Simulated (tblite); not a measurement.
Energy landscape of H₃N, singlet: map of symmetric stretch and umbrella angle. Scanned: N-H bond length and angle between the N-H bonds and the threefold axis (90 = planar).

Cartesian coordinates as functions of the variables (Å; names that start with a are angles):
```
N  0  0  0
H  r*sin(a)*cos(0*2*pi/3+0)  r*sin(a)*sin(0*2*pi/3+0)  0+r*cos(a)
H  r*sin(a)*cos(1*2*pi/3+0)  r*sin(a)*sin(1*2*pi/3+0)  0+r*cos(a)
H  r*sin(a)*cos(2*2*pi/3+0)  r*sin(a)*sin(2*2*pi/3+0)  0+r*cos(a)
```

Method: GFN2-xTB, 300 K electronic temperature run with tblite.

Energy in kJ/mol above the lowest grid point; x is the N-H bond length (Å), y the angle between the N-H bonds and the threefold axis (90 = planar) (°).

```csv
y \ x,0.89,0.94,0.98,1.03,1.08,1.12,1.17,1.22,1.26
130,299.1,183.6,132.2,105.2,107.8,125.0,159.6,204.1,244.4
126,235.1,126.3,79.9,58.6,66.2,87.1,125.8,174.0,217.0
122,188.3,85.5,43.5,27.1,39.1,63.0,105.2,156.5,201.7
118,155.8,58.5,20.4,8.4,24.2,50.9,96.1,150.0,197.1
114,134.9,42.6,8.1,0.1,19.6,48.8,96.8,153.1,201.8
110,123.0,35.3,4.2,0.0,22.8,54.5,105.2,163.9,214.2
106,117.8,34.2,6.2,5.6,31.7,65.7,119.1,180.2,232.2
102,116.8,36.8,11.5,14.1,43.3,79.6,135.8,199.4,253.2
98,118.0,40.8,17.7,23.0,54.7,93.1,151.8,217.8,273.6
94,119.5,44.2,22.5,29.5,63.1,103.0,163.5,231.5,288.9
90,120.2,45.4,24.3,32.0,66.2,106.6,167.9,236.6,294.7
```

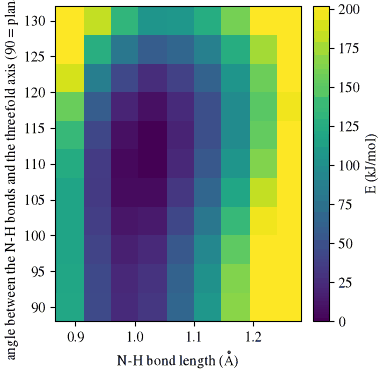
Energy surface, cut off at 202 kJ/mol.

Points that lie below all their neighbours on the grid: x = 1.03, y = 110 (0.0 kJ/mol).
